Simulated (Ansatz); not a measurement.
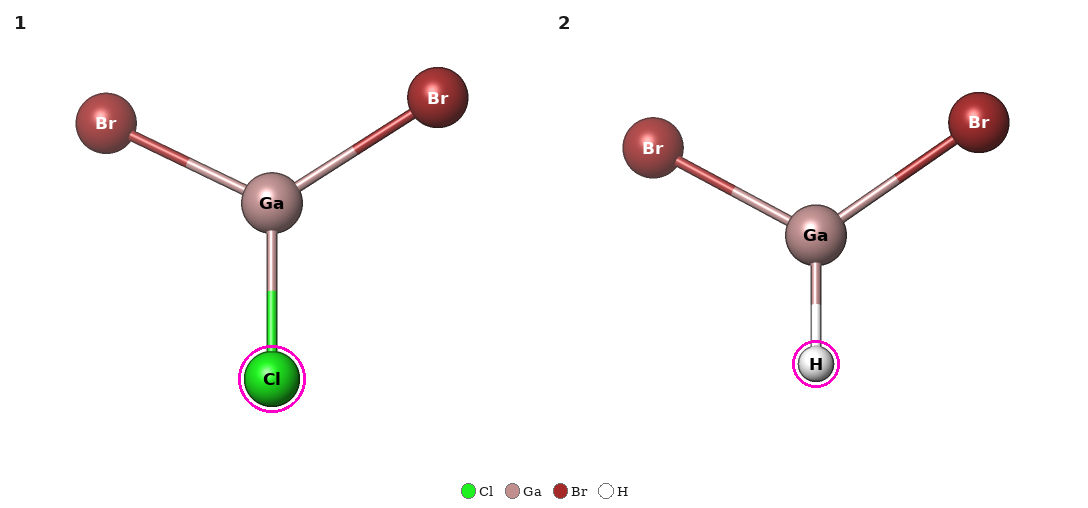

2 molecules with one skeleton, seen from the same side and at one scale; the atom that differs is circled. Charge 0, singlet. Computed geometries: PBE0-D4/def2-TZVP optimisations, one conformation each. Properties computed with Ansatz 0.2.0.

One atom differs, called X below: Cl in panel 1, H in panel 2. Their formulas are GaBr2Cl (`[Cl][Ga]([Br])[Br]`), Br2GaH (`[Br][GaH][Br]`).

### In which is the HOMO energy (Kohn–Sham orbital) higher (PBE0-D4/def2-TZVPP)?

In panel 2 (X = H).

### In which is the dipole moment larger (PBE0-D4/def2-TZVP)?

In panel 2 (X = H).

Give the values. With PBE0-D4/def2-TZVP: length of X–Ga (Å), mean angle X–Ga–Br (°), dipole moment (D), harmonic zero-point energy (kJ/mol), harmonic X–Ga stretching wavenumber (cm⁻¹). With PBE0-D4/def2-TZVPP: HOMO energy (Kohn–Sham orbital) (eV), HOMO–LUMO gap (eV).

```tsv
quantity	1 (Cl)	2 (H)	2 − 1
length of X–Ga (Å)	2.117	1.548	−0.569
mean angle X–Ga–Br (°)	119.6	122.0	+2.4
dipole moment (D)	0.31	1.44	+1.13
harmonic zero-point energy (kJ/mol)	8.2	22.6	+14.4
HOMO energy (Kohn–Sham orbital) (eV)	−8.84	−8.51	+0.33
HOMO–LUMO gap (eV)	6.70	6.63	−0.07
harmonic X–Ga stretching wavenumber (cm⁻¹)	448	2047	+1599
```
